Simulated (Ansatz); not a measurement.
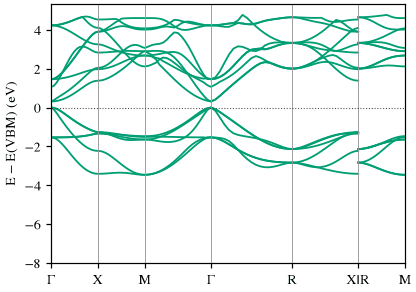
Figure. Band structure from PBEsol (plane waves, PAW; program Ansatz)

Read off the gap and where the band edges lie.

About 0.3 eV (0.31 eV by a search for the band edges); maximum at Γ, minimum at Γ.

The material is Ca₃BiN (anti-perovskite, Pm-3m).

The first step of the workflow began from a Materials Project structure, measured or hypothetical; the Crystallography Open Database files this formula in space group No. 221, but the cells were not matched. Whether it is the stable phase at ambient conditions was not checked. Symmetry was held in the PBEsol relaxation; its stability against distortions is not shown here. Spin–orbit coupling is left out wherever it is not named.

Potentials: the later of the program's two PAW sets.
